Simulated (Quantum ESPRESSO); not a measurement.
# HfN (Fm-3m): zone-centre phonons

Aim: the zone-centre modes of HfN (Fm-3m).

Main program and level: Quantum ESPRESSO 7.5; DFT LDA, scalar-relativistic, plane waves, PseudoDojo norm-conserving pseudopotentials.

The database entry behind the starting cell differs from later determinations by our own check (about 0.3 % short), so it need not match the best structure at ambient conditions.

### 1. Starting point

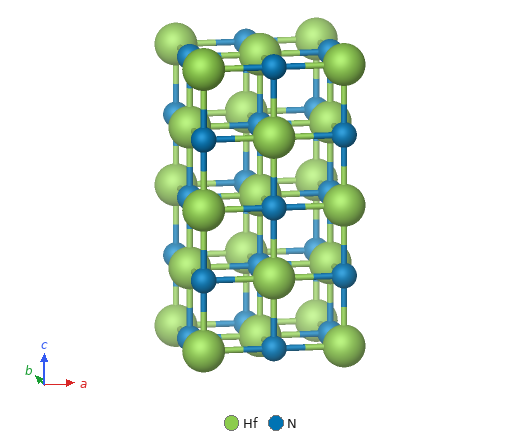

The starting structure, seen slightly off an axis (hafnium green, nitrogen blue). 1×1×2 cells are drawn. This picture shows the conventional cell, with its axes. Some periodic images of atoms are drawn too.

Coordinates:

```cif
data_structure
_symmetry_space_group_name_H-M 'P 1'
_symmetry_Int_Tables_number 1
_cell_length_a 3.1905
_cell_length_b 3.1905
_cell_length_c 3.1905
_cell_angle_alpha 60.000
_cell_angle_beta 60.000
_cell_angle_gamma 60.000
_cell_volume 22.96
loop_
_atom_site_label
_atom_site_type_symbol
_atom_site_fract_x
_atom_site_fract_y
_atom_site_fract_z
_atom_site_occupancy
Hf1 Hf 0.00000 0.00000 0.00000 1
N2 N 0.50000 0.50000 0.50000 1
```

### 2. A first look

A cheap run with smearing and empty bands tells whether the crystal has a gap, which decides between fixed occupations and smearing later on.

probe.in

```
&control
   calculation = 'scf'
   prefix = 'x'
   outdir = './tmp'
   pseudo_dir = './pseudo'
   tprnfor = .true.
   tstress = .true.
   verbosity = 'high'
/
&system
   ibrav = 2
   celldm(1) = 8.52644427
   nat = 2
   ntyp = 2
   ecutwfc = 92.0
   occupations = 'smearing'
   smearing = 'gaussian'
   degauss = 0.01
/
&electrons
   conv_thr = 1.0d-07
   mixing_beta = 0.7
   electron_maxstep = 100
/
ATOMIC_SPECIES
 Hf    178.4900  Hf.upf
 N      14.0070  N.upf
ATOMIC_POSITIONS crystal
 Hf     0.000000000   0.000000000   0.000000000
 N      0.500000000   0.500000000   0.500000000
K_POINTS automatic
 8 8 8 0 0 0
```

Run with:

```sh
$ OMP_NUM_THREADS=1 mpirun -n 4 pw.x -nk 4 -in probe.in > probe.out
```

What it wrote:

```text
[banners, grids, parts of the stress and lines that vanish by symmetry left out]
Program PWSCF v.7.5
     bravais-lattice index     =            2
     lattice parameter (alat)  =       8.5264  a.u.
[...]
kinetic-energy cutoff     =      92.0000  Ry
     charge density cutoff     =     368.0000  Ry
     scf convergence threshold =      1.0E-07
[...]
Exchange-correlation= SLA  PW   NOGX NOGC
                           (   1   4   0   0   0   0   0)
[...]
48 Sym. Ops., with inversion, found
[...]
(     0          1          0      )
                  (     0          0          1      )
[...]
(  0.0000000  1.0000000  0.0000000 )
                  (  0.0000000  0.0000000  1.0000000 )
[...]
(     1          0         -1      )
                  (     0          0         -1      )
[...]
(  0.0000000 -1.0000000  0.0000000 )
[...]
(     0          1         -1      )
                  (     0          1          0      )
[...]
( -1.0000000  0.0000000  0.0000000 )
                  (  0.0000000  1.0000000  0.0000000 )
[...]
number of k points=    29  Gaussian smearing, width (Ry)=  0.0100
[...]
End of self-consistent calculation
[...]
the Fermi energy is    18.4042 ev
!    total energy              =    -133.92293586 Ry
[...]
convergence has been achieved in   9 iterations
[...]
atom    1 type  1   force =     0.00000000    0.00000000    0.00000000
     atom    2 type  2   force =     0.00000000    0.00000000   -0.00000000
[...]
Total force =     0.000000     Total SCF correction =     0.000000
[...]
total   stress  (Ry/bohr**3)                   (kbar)     P=     -121.46
[...]
XML data file, charge density, pseudopotentials, collected wavefunctions

   JOB DONE.
```

The job ended after 5 s (4 MPI ranks of Arm Neoverse V1, shared host; 20 s of CPU time).

This step gave:

- volume per atom: 11.48 Å³
- pressure: -12.15 GPa
- gap on the k-mesh: 0 eV

No gap opens on this mesh, so smearing is kept; the start stands at -12 GPa.

### 3. Relaxation

The relaxation runs at a cutoff a fifth above that of the response, since stress converges more slowly with the basis than frequencies do. Forces and stress are brought to rest with tight thresholds.

relax.in

```
&control
   calculation = 'vc-relax'
   prefix = 'x'
   outdir = './tmp'
   pseudo_dir = './pseudo'
   tprnfor = .true.
   tstress = .true.
   forc_conv_thr = 2.0d-05
   etot_conv_thr = 1.0d-07
   nstep = 40
/
&system
   ibrav = 2
   celldm(1) = 8.52644427
   nat = 2
   ntyp = 2
   ecutwfc = 110
   occupations = 'smearing'
   smearing = 'mv'
   degauss = 0.02
/
&electrons
   conv_thr = 1.0d-11
   mixing_beta = 0.7
   electron_maxstep = 100
/
&ions
/
&cell
   press_conv_thr = 0.2
/
ATOMIC_SPECIES
 Hf    178.4900  Hf.upf
 N      14.0070  N.upf
ATOMIC_POSITIONS crystal
 Hf     0.000000000   0.000000000   0.000000000
 N      0.500000000   0.500000000   0.500000000
K_POINTS automatic
 14 14 14 0 0 0
```

Run with:

```sh
$ OMP_NUM_THREADS=1 mpirun -n 4 pw.x -nk 4 -in relax.in > relax.out
```

What it wrote:

```text
[banners, grids, parts of the stress and lines that vanish by symmetry left out]
[banner, memory and clock lines left out]
Program PWSCF v.7.5

[...]
kinetic-energy cutoff     =     110.0000  Ry
     charge density cutoff     =     440.0000  Ry
     scf convergence threshold =      1.0E-11
[...]
energy convergence thresh.=      1.0E-07
     force convergence thresh. =      2.0E-05
     press convergence thresh. =      2.0E-01
     Exchange-correlation= SLA  PW   NOGX NOGC
                           (   1   4   0   0   0   0   0)
[...]
48 Sym. Ops., with inversion, found
[...]
number of k points=   104  Marzari-Vanderbilt smearing, width (Ry)=  0.0200
[...]
End of self-consistent calculation
[...]
the Fermi energy is    18.4197 ev
!    total energy              =    -133.92378792 Ry
[...]
convergence has been achieved in  11 iterations
[...]
atom    1 type  1   force =     0.00000000    0.00000000   -0.00000000
     atom    2 type  2   force =    -0.00000000   -0.00000000    0.00000000
     Total force =     0.000000     Total SCF correction =     0.000000
[...]
total   stress  (Ry/bohr**3)                   (kbar)     P=     -123.65
[...]
number of bfgs steps    =   0
[...]
CELL_PARAMETERS (alat=  8.52644427)
[...]
ATOMIC_POSITIONS (crystal)
Hf              -0.0000000000       -0.0000000000        0.0000000000
N                0.5000000000        0.5000000000        0.5000000000
[...]
New effective cutoffs (rho, wfc):  457.81  114.76
[...]
End of self-consistent calculation
[...]
the Fermi energy is    19.6791 ev
!    total energy              =    -133.92604502 Ry
[...]
convergence has been achieved in   9 iterations
[...]
atom    1 type  1   force =     0.00000000    0.00000000   -0.00000000
     atom    2 type  2   force =    -0.00000000   -0.00000000    0.00000000
     Total force =     0.000000     Total SCF correction =     0.000000
[...]
total   stress  (Ry/bohr**3)                   (kbar)     P=       64.94
[...]
number of bfgs steps    =   1
[...]
CELL_PARAMETERS (alat=  8.52644427)
[...]
ATOMIC_POSITIONS (crystal)
Hf              -0.0000000000       -0.0000000000        0.0000000000
N                0.5000000000        0.5000000000        0.5000000000
[...]
New effective cutoffs (rho, wfc):  451.30  113.13
[...]
End of self-consistent calculation
[...]
the Fermi energy is    19.2478 ev
!    total energy              =    -133.92667911 Ry
[...]
convergence has been achieved in   9 iterations
[...]
atom    1 type  1   force =    -0.00000000    0.00000000   -0.00000000
     atom    2 type  2   force =    -0.00000000   -0.00000000   -0.00000000
     Total force =     0.000000     Total SCF correction =     0.000000
[...]
total   stress  (Ry/bohr**3)                   (kbar)     P=       -4.56
[...]
number of bfgs steps    =   2
[...]
CELL_PARAMETERS (alat=  8.52644427)
[...]
ATOMIC_POSITIONS (crystal)
[...]
New effective cutoffs (rho, wfc):  451.72  113.24
[...]
End of self-consistent calculation
[...]
the Fermi energy is    19.2762 ev
!    total energy              =    -133.92668249 Ry
[...]
convergence has been achieved in   7 iterations
[...]
atom    1 type  1   force =     0.00000000    0.00000000    0.00000000
     atom    2 type  2   force =    -0.00000000   -0.00000000   -0.00000000
     Total force =     0.000000     Total SCF correction =     0.000000
[...]
total   stress  (Ry/bohr**3)                   (kbar)     P=       -0.15
[...]
number of bfgs steps    =   3
[...]
small trust_radius: resetting bfgs history
[...]
CELL_PARAMETERS (alat=  8.52644427)
[...]
ATOMIC_POSITIONS (crystal)
[...]
New effective cutoffs (rho, wfc):  451.75  113.24
[...]
End of self-consistent calculation
[...]
the Fermi energy is    19.2777 ev
!    total energy              =    -133.92668249 Ry
[...]
convergence has been achieved in   5 iterations
[...]
atom    1 type  1   force =     0.00000000    0.00000000    0.00000000
     atom    2 type  2   force =     0.00000000    0.00000000    0.00000000
     Total force =     0.000000     Total SCF correction =     0.000000
[...]
total   stress  (Ry/bohr**3)                   (kbar)     P=        0.09
[...]
bfgs converged in   5 scf cycles and   4 bfgs steps
[...]
End of BFGS Geometry Optimization
     Final enthalpy           =    -133.9266824938 Ry
     File ./tmp/x.bfgs deleted, as requested
[...]
CELL_PARAMETERS (alat=  8.52644427)
[...]
ATOMIC_POSITIONS (crystal)
Hf              -0.0000000000       -0.0000000000        0.0000000000
N                0.5000000000        0.5000000000        0.5000000000
[...]
Final scf calculation at the relaxed structure.
[...]
kinetic-energy cutoff     =     110.0000  Ry
     charge density cutoff     =     440.0000  Ry
     scf convergence threshold =      1.0E-13
[...]
press convergence thresh. =      2.0E-01
     Exchange-correlation= SLA  PW   NOGX NOGC
                           (   1   4   0   0   0   0   0)
[...]
48 Sym. Ops., with inversion, found
[...]
number of k points=   104  Marzari-Vanderbilt smearing, width (Ry)=  0.0200
[...]
c_bands:  1 eigenvalues not converged
     c_bands:  1 eigenvalues not converged
[...]
End of self-consistent calculation
[...]
the Fermi energy is    19.2777 ev
!    total energy              =    -133.92668021 Ry
[...]
convergence has been achieved in  14 iterations
[...]
atom    1 type  1   force =     0.00000000    0.00000000    0.00000000
     atom    2 type  2   force =     0.00000000    0.00000000    0.00000000
     Total force =     0.000000     Total SCF correction =     0.000000
[...]
total   stress  (Ry/bohr**3)                   (kbar)     P=        0.07
[...]
XML data file, charge density, pseudopotentials, collected wavefunctions
```

Elapsed: 1.9 min, on 4 MPI ranks.

Relaxation path:

```
step  energy less that of the first step (eV)  largest force (eV/Å)  pressure (GPa)  volume (Å³)
   1                                   0.0000                0.0000          -12.37        22.96
   2                                  -0.0307                0.0000            6.49        21.55
   3                                  -0.0393                0.0000           -0.46        22.01
   4                                  -0.0394                0.0000           -0.01        21.98
   5                                  -0.0394                0.0000            0.01        21.98
   6                                  -0.0394                0.0000            0.01        21.98
```

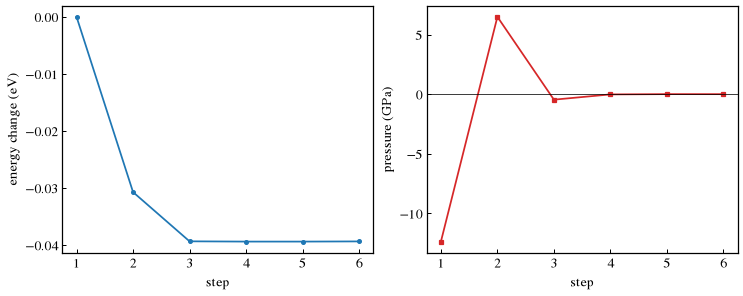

Energy and pressure along the relaxation.

```
conventional cell, symmetrised  before  after  change
                         a (Å)   4.512  4.447  -1.4 %
                         b (Å)   4.512  4.447  -1.4 %
                         c (Å)   4.512  4.447  -1.4 %
              volume (Å³/atom)   11.48  10.99  -4.3 %
```

The relaxed structure:

```
Hf N
1.0
    -2.22335    0.00000    2.22335
     0.00000    2.22335    2.22335
    -2.22335    2.22335    0.00000
Hf N
1 1
Direct
  0.00000 0.00000 0.00000
  0.50000 0.50000 0.50000
```

The last row of the table of steps is pw.x's closing run on a basis chosen anew for the final cell, so its energy can jump.

Read from the output:

```yaml
volume_per_atom: 10.99 Å³
pressure: 0.007000 GPa
```

The volume changes by -4.3 % from the cell with which this run began.

### 4. Ground state

Perturbation theory inherits every error of the wavefunctions, so the threshold is set near the limit of the arithmetic. Smearing stays on, as the first look found no gap above 0.3 eV.

scf.in

```
&control
   calculation = 'scf'
   prefix = 'x'
   outdir = './tmp'
   pseudo_dir = './pseudo'
   tprnfor = .true.
   tstress = .true.
/
&system
   ibrav = 2
   celldm(1) = 8.40306386
   nat = 2
   ntyp = 2
   ecutwfc = 92.0
   occupations = 'smearing'
   smearing = 'mv'
   degauss = 0.02
/
&electrons
   conv_thr = 1.0d-12
   mixing_beta = 0.7
   electron_maxstep = 100
/
ATOMIC_SPECIES
 Hf    178.4900  Hf.upf
 N      14.0070  N.upf
ATOMIC_POSITIONS crystal
 Hf     0.000000000   0.000000000   0.000000000
 N      0.500000000   0.500000000   0.500000000
K_POINTS automatic
 16 16 16 0 0 0
```

Run with:

```sh
$ OMP_NUM_THREADS=1 mpirun -n 4 pw.x -nk 4 -in scf.in > scf.out
```

What it wrote:

```text
[banners, grids, parts of the stress and lines that vanish by symmetry left out]
[banner, memory and clock lines left out]
Program PWSCF v.7.5

[...]
kinetic-energy cutoff     =      92.0000  Ry
     charge density cutoff     =     368.0000  Ry
     scf convergence threshold =      1.0E-12
[...]
Exchange-correlation= SLA  PW   NOGX NOGC
                           (   1   4   0   0   0   0   0)
[...]
48 Sym. Ops., with inversion, found
[...]
number of k points=   145  Marzari-Vanderbilt smearing, width (Ry)=  0.0200
[...]
End of self-consistent calculation
[...]
the Fermi energy is    19.2760 ev
!    total energy              =    -133.92688414 Ry
[...]
convergence has been achieved in  13 iterations
[...]
atom    1 type  1   force =    -0.00000000   -0.00000000    0.00000000
     atom    2 type  2   force =     0.00000000   -0.00000000   -0.00000000
     Total force =     0.000000     Total SCF correction =     0.000000
[...]
total   stress  (Ry/bohr**3)                   (kbar)     P=       -0.40
[...]
XML data file, charge density, pseudopotentials, collected wavefunctions
```

The job ended after 26 s (4 MPI ranks).

Read from the output:

```yaml
pressure: -0.04 GPa
```

The cell stands at -0.04 GPa, close enough for phonons.

### 5. Linear response at Γ

At q = 0 one unit cell holds all displacements; symmetry groups them into irreducible representations that are solved one by one. With smeared occupations no response to a homogeneous field can be asked.

ph.in

```
phonons
&inputph
   prefix = 'x'
   outdir = './tmp'
   fildyn = 'g.dyn'
   tr2_ph = 1.0d-18
   alpha_mix(1) = 0.4
   nmix_ph = 8
/
0.000000000000 0.000000000000 0.000000000000
```

Run with:

```sh
$ OMP_NUM_THREADS=1 mpirun -n 4 ph.x -nk 4 -in ph.in > ph.out
```

What it wrote:

```text
[banners, grids, parts of the stress and lines that vanish by symmetry left out]
[banner, memory and clock lines left out]
Program PHONON v.7.5

     ./tmp/x.save/

     IMPORTANT: XC functional enforced from input :
     Exchange-correlation= PW
                           (   1   4   0   0   0   0   0)
     Any further DFT definition will be discarded
     Please, verify this is what you really want

     G-vector sticks info

     Reading collected, re-writing distributed wavefunctions in ./tmp/

     Number and degeneracy of irreps per q-point
       N         xq(1)         xq(2)         xq(3)   N irreps
       1   0.000000000   0.000000000   0.000000000       2
        3   3

     Calculation of q =    0.0000000   0.0000000   0.0000000

     phonons

     bravais-lattice index     =            2
     lattice parameter (alat)  =       8.4031  a.u.
     unit-cell volume          =     148.3382 (a.u.)^3
     number of atoms/cell      =            2
     number of atomic types    =            2
     kinetic-energy cut-off    =      92.0000  Ry
     charge density cut-off    =     368.0000  Ry
     convergence threshold     =      1.0E-18
     beta                      =       0.4000
     number of iterations used =            8
     Exchange-correlation= PW
                           (   1   4   0   0   0   0   0)

     celldm(1)=    8.40306  celldm(2)=    0.00000  celldm(3)=    0.00000
     celldm(4)=    0.00000  celldm(5)=    0.00000  celldm(6)=    0.00000

     crystal axes: (cart. coord. in units of alat)
               a(1) = ( -0.5000  0.0000  0.5000 )
               a(2) = (  0.0000  0.5000  0.5000 )
               a(3) = ( -0.5000  0.5000  0.0000 )

     reciprocal axes: (cart. coord. in units 2 pi/alat)
               b(1) = ( -1.0000 -1.0000  1.0000 )
               b(2) = (  1.0000  1.0000  1.0000 )
               b(3) = ( -1.0000  1.0000 -1.0000 )

     Atoms inside the unit cell:

     Cartesian axes

     site n.  atom      mass           positions (alat units)
        1  Hf    178.4900   tau(    1) = (    0.00000    0.00000    0.00000  )
        2  N      14.0070   tau(    2) = (   -0.50000    0.50000    0.50000  )

     Computing dynamical matrix for
                    q = (   0.0000000   0.0000000   0.0000000 )

     49 Sym.Ops. (with q -> -q+G )

     G cutoff =  658.2084  (  17573 G-vectors)     FFT grid: ( 40, 40, 40)

     number of k points=   145  Marzari-Vanderbilt smearing, width (Ry)=  0.0200

     PseudoPot. # 1 for Hf read from file:
     ./pseudo/Hf.upf
     Pseudo is Norm-conserving + core correction, Zval = 12.0
     Using radial grid of 1618 points,  8 beta functions with:
                l(1) =   0
                l(2) =   0
                l(3) =   1
                l(4) =   1
                l(5) =   2
                l(6) =   2
                l(7) =   3
                l(8) =   3

     PseudoPot. # 2 for N  read from file:
     ./pseudo/N.upf
     Pseudo is Norm-conserving + core correction, Zval =  5.0
     Using radial grid of 1058 points,  4 beta functions with:
                l(1) =   0
                l(2) =   0
                l(3) =   1
                l(4) =   1

     Mode symmetry, O_h (m-3m)  point group:

     Atomic displacements:
     There are    2 irreducible representations

     Representation     1      3 modes -  To be done

     Representation     2      3 modes -  To be done

     Alpha used in Ewald sum =   2.8000

     Representation #   1 modes #   1   2   3

     Self-consistent Calculation
      iter #   1   av.it.:   6.4
      thresh= 1.000E-02 alpha_mix =  0.400 |ddv_scf|^2 =  4.198E-07
      iter #   2   av.it.:  11.3
      thresh= 6.479E-05 alpha_mix =  0.400 |ddv_scf|^2 =  5.142E-08
      iter #   3   av.it.:  11.7
      thresh= 2.268E-05 alpha_mix =  0.400 |ddv_scf|^2 =  4.978E-10
      iter #   4   av.it.:  12.2
      thresh= 2.231E-06 alpha_mix =  0.400 |ddv_scf|^2 =  2.066E-11
      iter #   5   av.it.:  12.2
      thresh= 4.545E-07 alpha_mix =  0.400 |ddv_scf|^2 =  4.029E-13
      iter #   6   av.it.:  11.7
      thresh= 6.347E-08 alpha_mix =  0.400 |ddv_scf|^2 =  5.688E-14
      iter #   7   av.it.:  12.4
      thresh= 2.385E-08 alpha_mix =  0.400 |ddv_scf|^2 =  9.400E-17
      iter #   8   av.it.:  11.9
      thresh= 9.695E-10 alpha_mix =  0.400 |ddv_scf|^2 =  9.388E-18
      iter #   9   av.it.:  12.1
      thresh= 3.064E-10 alpha_mix =  0.400 |ddv_scf|^2 =  4.222E-20

     End of self-consistent calculation

     Convergence has been achieved

     Representation #   2 modes #   4   5   6

     Self-consistent Calculation
      iter #   1   av.it.:   7.1
      thresh= 1.000E-02 alpha_mix =  0.400 |ddv_scf|^2 =  1.087E-06
      iter #   2   av.it.:  11.2
      thresh= 1.043E-04 alpha_mix =  0.400 |ddv_scf|^2 =  1.129E-07
      iter #   3   av.it.:  11.6
      thresh= 3.360E-05 alpha_mix =  0.400 |ddv_scf|^2 =  1.452E-09
      iter #   4   av.it.:  12.3
      thresh= 3.810E-06 alpha_mix =  0.400 |ddv_scf|^2 =  1.035E-11
      iter #   5   av.it.:  12.2
      thresh= 3.217E-07 alpha_mix =  0.400 |ddv_scf|^2 =  6.245E-13
      iter #   6   av.it.:  12.3
      thresh= 7.903E-08 alpha_mix =  0.400 |ddv_scf|^2 =  5.987E-14
      iter #   7   av.it.:  12.1
      thresh= 2.447E-08 alpha_mix =  0.400 |ddv_scf|^2 =  1.221E-16
      iter #   8   av.it.:  11.8
      thresh= 1.105E-09 alpha_mix =  0.400 |ddv_scf|^2 =  2.223E-17
      iter #   9   av.it.:  12.4
      thresh= 4.715E-10 alpha_mix =  0.400 |ddv_scf|^2 =  1.658E-19

     End of self-consistent calculation

     Convergence has been achieved

     Number of q in the star =    1
     List of q in the star:
          1   0.000000000   0.000000000   0.000000000

     Diagonalizing the dynamical matrix

     q = (    0.000000000   0.000000000   0.000000000 )

 **************************************************************************
     freq (    1) =       0.027815 [THz] =       0.927803 [cm-1]
     freq (    2) =       0.027815 [THz] =       0.927803 [cm-1]
     freq (    3) =       0.027815 [THz] =       0.927803 [cm-1]
     freq (    4) =      15.789554 [THz] =     526.682839 [cm-1]
     freq (    5) =      15.789554 [THz] =     526.682839 [cm-1]
     freq (    6) =      15.789554 [THz] =     526.682839 [cm-1]
 **************************************************************************

     Mode symmetry, O_h (m-3m)  point group:

     freq (   1-   3) =          0.9  [cm-1]   --> T_1u G_15  G_4- I
     freq (   4-   6) =        526.7  [cm-1]   --> T_1u G_15  G_4- I
```

Wall time 4.7 min (4 MPI ranks).

Numbers from this step:

```yaml
largest_acoustic_frequency_at_the_zone_centre_before_the_sum_rule: 0.93 cm⁻¹
highest_optical_zone_centre_mode_no_lo_to_term: 526.7 cm⁻¹
lowest_optical_zone_centre_mode: 526.7 cm⁻¹
```

The acoustic modes at Γ come out as far as 0.9 cm⁻¹ from zero, where they should vanish, a small numerical error.

(Part 1 of 3 ends here.)

[Host names and launcher messages were left out of these logs when they were recorded.]

[Logs are printed without paths, hosts, clocks, repeated set-up lines and the standing remarks that a program may print on its own settings, such as how far it seeks lower states.]

[Hosts, paths, dates, database ids (printed as entryN), source tags and the programs' standing remarks are cut or masked in the printed files.]
